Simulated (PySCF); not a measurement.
# CH12BN3Si2 (SMILES CNB(N)[SiH2]N[SiH3]): what the fields show

The calculation's input:

```
{"job": {"kind": "nmr", "xc": "PBE0", "basis": "pcSseg-1", "pop": false}, "charge": 0, "multiplicity": 1}
C     -1.506474     1.048148     1.241892
N     -1.668528    -0.006113     0.270179
B     -0.783062    -0.997476    -0.109653
N     -1.309480    -1.887403    -1.180041
Si     1.014936    -1.207099     0.662303
N      2.098333    -0.100714    -0.160703
Si     1.766806     1.373427    -0.987425
H     -1.548393     2.029807     0.761206
H     -2.295144     1.002311     1.998852
H     -0.541461     0.945378     1.733136
H     -2.563283     0.036401    -0.201194
H     -0.721463    -1.883117    -2.004024
H     -1.377672    -2.855254    -0.892058
H      1.669127    -2.522986     0.462407
H      1.187692    -0.972259     2.120476
H      3.069878    -0.239805     0.068509
H      0.591840     1.152796    -1.832478
H      1.491045     2.490890    -0.068735
H      2.955379     1.683558    -1.785601
```

Run with:

```sh
OMP_NUM_THREADS=1 python ens_run.py task.json out
```

Geometry: GFN2-xTB.

These are results of PBE0/pcSseg-1, SCF density, gas phase, non-relativistic in PySCF 2.14.0, not measurements.

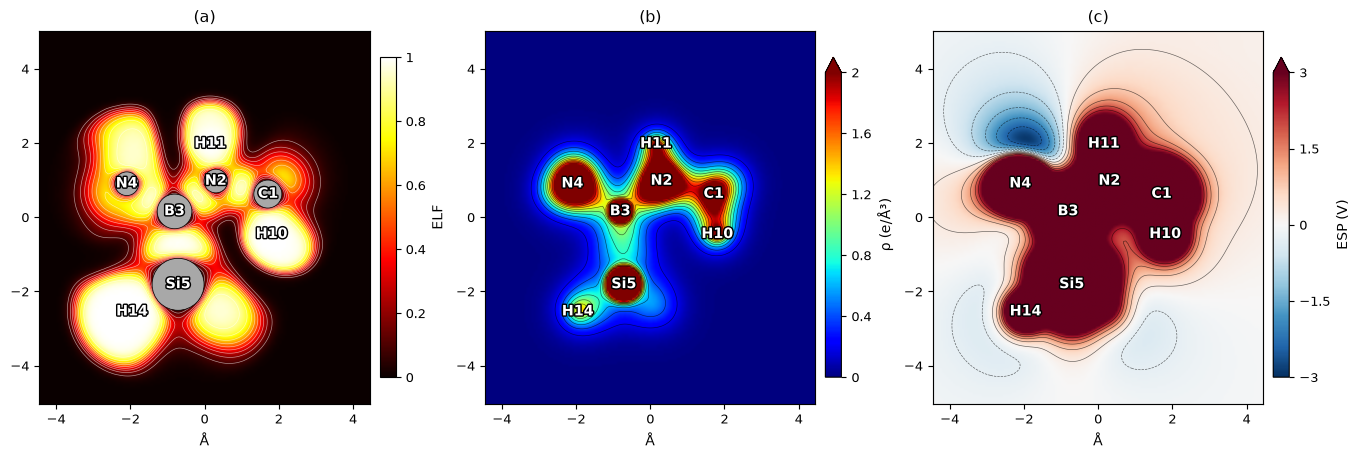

Figure 1. (a) ELF; (b) total electron density; (c) electrostatic potential on the plane of atoms N2, C1 and H10. Grey discs cover the atomic cores in the ELF map.

### Read the bonding off the picture.

Atoms in the plane: C, N, B, Si and H.
B–N (1.38 Å): ρ is about 2 e/Å³ halfway; the ELF peaks at about 0.90 between the atoms, as expected for a short, strongly polar bond.
C–N (1.44 Å): ρ at the midpoint is about 1.9 e/Å³; the ELF peaks at about 0.95 between the atoms, as expected for a covalent bond.
Si–B (1.97 Å): ρ is about 0.85 e/Å³ halfway; the ELF peaks at about 1 between the atoms, as expected for a covalent bond.
N–H (1.01 Å): the density is about 2.9 e/Å³ at the midpoint; the ELF climbs to about 1 towards the hydrogen, as it does in any bond to H (an ordinary covalent bond to hydrogen).
B–N (1.49 Å): the density is about 1.7 e/Å³ at the midpoint; the ELF peaks at about 0.95 between the atoms; a shared but strongly polarised pair.
The ELF also peaks beside N4, away from the bonds: lone-pair regions.
Outside the dense part of the molecule the potential is most negative (−2.9 V) near N4.

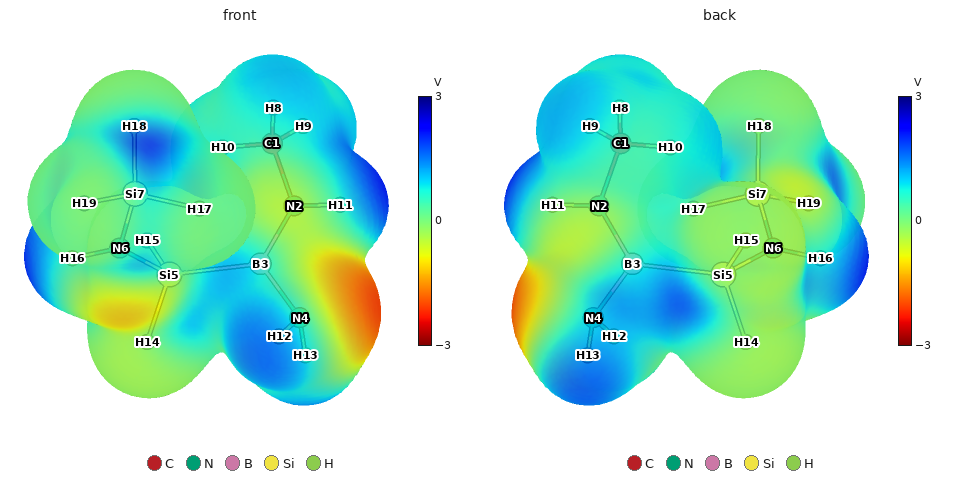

Figure 2. The electrostatic potential painted on the density surface at 0.004 e/bohr³, seen from the front and from behind; red is negative and blue positive.

### Which sites attract a positive test charge, and which a negative one?

A positive charge is drawn to the negative regions and a negative charge to the positive ones. The most negative region (about −2.0 V) lies over N4, the most positive (about +2.0 V) over Si7, H11 and H16. N4 is the likeliest acceptor of a hydrogen bond.

### How polar is the molecule by this calculation?

Its dipole moment is 1.00 D.
